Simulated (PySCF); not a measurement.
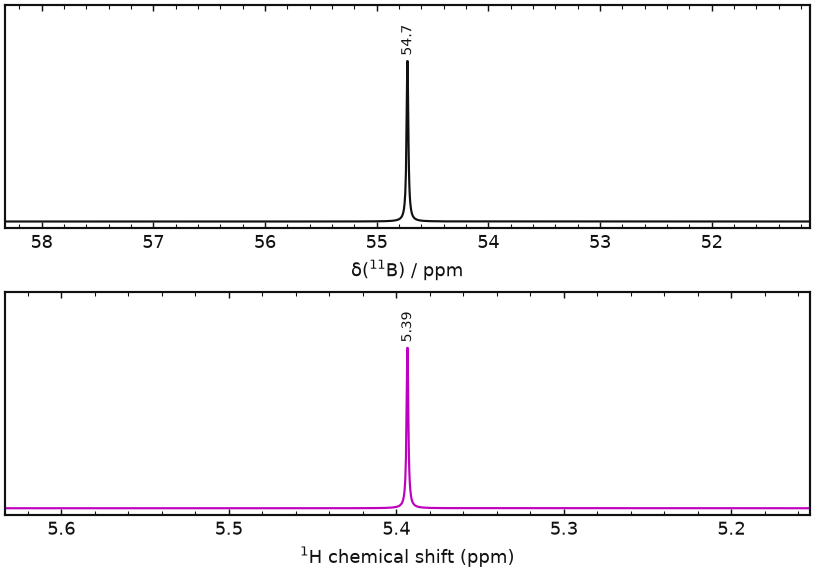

GIAO shifts, PBE0/pcSseg-1 in PySCF 2.14.0, at a GFN2-xTB geometry (no frequency check), against BF₃.OEt₂ for ¹¹B and TMS for ¹H computed at the same level. Gas phase, fully decoupled, line heights follow the number of nuclei, widths are arbitrary (no quadrupolar broadening); values of one conformer, averaged over methyl-type rotors and exact or near symmetry.

> Which structure fits the spectrum?
A. C₃H₈BP, SMILES [BH3-][P+]1(C)C=C1
B. BH₂F, SMILES BF

B. Its ¹¹B signals: 54.7 (1 B) ppm. Its ¹H signals: 5.39 (2 H) ppm.

Note: the tight-binding geometry is rougher than a DFT one and adds to the error.
